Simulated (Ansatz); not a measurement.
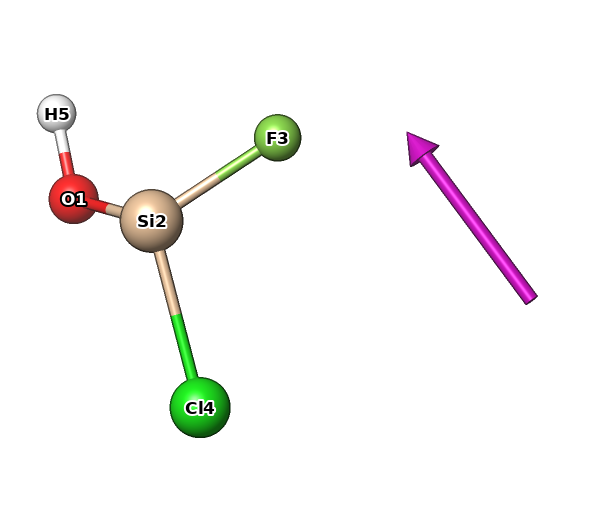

The arrow beside the molecule shows the direction of the dipole moment, from the negative to the positive end (its length means nothing). The species is neutral and a spin doublet. Computed geometry: PBE0-D4/def2-TZVP optimisation. No frequency run is at hand to confirm it as a minimum. Method: UKS PBE0-D4/def2-TZVP (Ansatz 0.2.0).

Estimate the dipole moment.

2.05 D; it points from the side of Cl4 to the side of H5 (the outermost atoms at the two ends).
